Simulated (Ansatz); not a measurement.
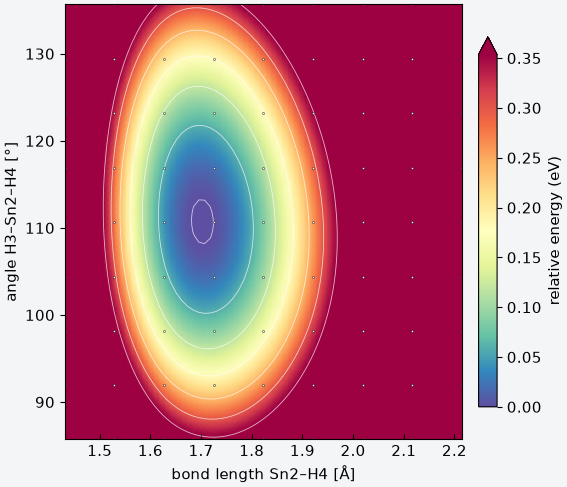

H₃SSn, SMILES [S][SnH3], spin multiplicity 2. The first coordinate is: bond length Sn2–H4; the second: angle H3–Sn2–H4. Nothing is relaxed (all other coordinates rigid). The grid has 9 × 9 points. Points are written as (first, second). All energies are given in eV relative to the lowest grid point. These are results of Ansatz, UKS BHLYP-D4/def2-SVP, not measurements.

Drawn: a smooth colour map with a few white contour lines, dots at the grid points, one colour for all values above the top of the scale. Between grid points the surface is interpolated.

Question: Estimate the position of the minimum and the force constants in these coordinates.

Answer: The interpolated minimum is at bond length Sn2–H4 ≈ 1.704 Å, angle H3–Sn2–H4 ≈ 110.7°. The curvatures there are about 15 eV/Å² and 3.7 eV/rad², with a cross term of about 0.5 eV/(Å·rad). Round the minimum the two coordinates are weakly coupled (coupling 0.07 in units of the two stiffnesses).
